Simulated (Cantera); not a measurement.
Charge: 1 mol Al(CH3)3, 2.2 mol N2, held at 99.0 mbar.

Cantera equilibrium calculation (NASA polynomials, part measured and part estimated; ideal gas, pure solids and liquids). Candidate condensed phases: Al, AlN, C, C6H6, C7H8, C8H18; 97 gas species. The feed counts by its element totals alone. Equilibrium is a limit: real reactors are often held back by kinetics, nucleation or transport.

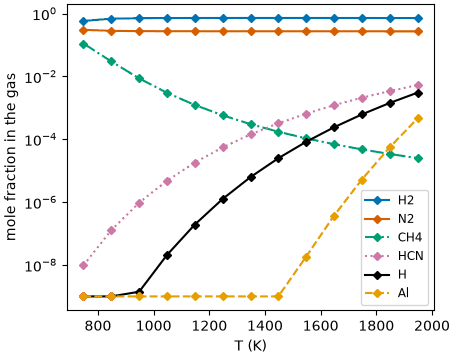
*Equilibrium gas composition (values under 1e-9 drawn at 1e-9)*

From 748 K to 1948 K the condensed part is AlN(s) + C(graphite).
